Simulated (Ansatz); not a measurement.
## Electronic structure of H$_{4}$Mg$_{2}$ in real space

Input

```
crystal:
  periodic: [false, false, false]
  atoms:
    - {symbol: Mg, position_ang: [0.197109, -0.394951, 1.320974]}
    - {symbol: Mg, position_ang: [-0.197661, 0.391775, -1.321354]}
    - {symbol: H, position_ang: [-0.437803, 0.879102, -2.931896]}
    - {symbol: H, position_ang: [-1.225670, 0.173403, 0.234479]}
    - {symbol: H, position_ang: [0.438874, -0.867748, 2.935512]}
    - {symbol: H, position_ang: [1.225151, -0.181591, -0.237706]}
basis:
  gaussian: {orbitals: def2-TZVP, initial_orbitals: start.molden}
hamiltonian: {xc: pbe0, dispersion: d4}
output: {orbitals: {seedname: orbitals}}
```

Command:

```sh
ansatz run in.yaml --threads 4 --pin off --events-out ev --progress --plain --max-ram 3916MiB
```

Geometry: r2SCAN-D4/def2-TZVP.

Method: Ansatz 0.2.0, RKS PBE0-D4/def2-TZVP.

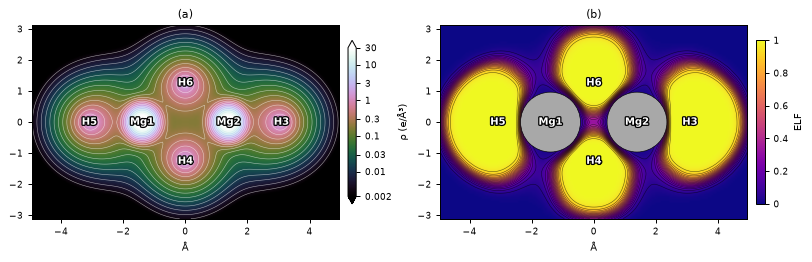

Figure 1. (a) total electron density; (b) electron localisation function on the molecular plane. Grey discs cover the atomic cores in the ELF map.

> Read the bonding off the picture.

Atoms in the plane: Mg and H. Mg–Mg (2.79 Å): ρ at the midpoint is about 0.17 e/Å³; the ELF is about 0.30 at the midpoint. Mg–H (1.70 Å): the density is about 0.38 e/Å³ at the midpoint; the ELF climbs to about 1 towards the hydrogen.

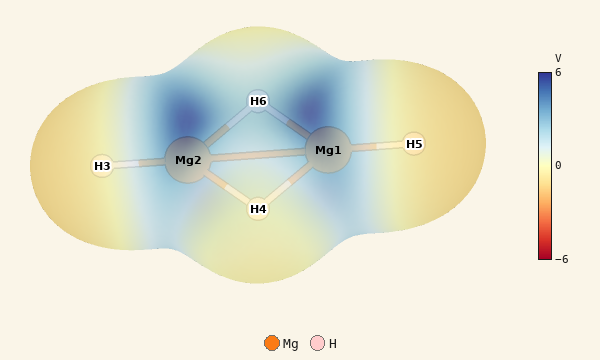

Figure 2. The electrostatic potential painted on the density surface at 0.002 e/bohr³, seen at a tilt; the colour scale runs from red (negative) to blue (positive).

> Where is the surface potential most negative and most positive?

The most negative region (about −1.1 V, or −25 kcal/mol for a unit charge) lies over H3 and H5, the most positive (about +5.4 V, or +125 kcal/mol for a unit charge) over Mg1 and Mg2.

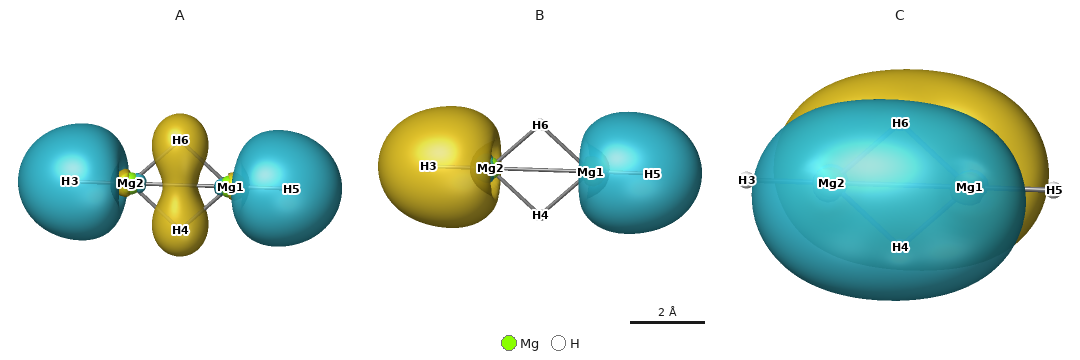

Figure 3. Three frontier orbitals at ±0.06 Å⁻³ᐟ² (yellow and cyan are the two phases), in no order.

> Which picture is the HOMO−1, the HOMO and the LUMO?

B is the HOMO−1 (−7.84 eV). Its weight (Hirshfeld) is mainly on H3 (about 30 %), H5 (about 30 %), Mg2 (about 20 %) and Mg1 (about 20 %); it is symmetric in the molecular plane (an in-plane orbital: σ, lone-pair or in-plane π type); it is ungerade (odd under inversion). A is the HOMO (−7.41 eV). Its weight (Hirshfeld) is mainly on H3 (about 30 %), H5 (about 30 %), Mg2 (about 15 %) and Mg1 (about 15 %); it is symmetric in the molecular plane (an in-plane orbital: σ, lone-pair or in-plane π type); it is gerade (even under inversion). C is the LUMO (−1.63 eV). By Hirshfeld shares it lies mainly on Mg1 (about 45 %) and Mg2 (about 45 %); it is ungerade (odd under inversion).

> What is the HOMO–LUMO gap?

5.78 eV between the orbital energies.
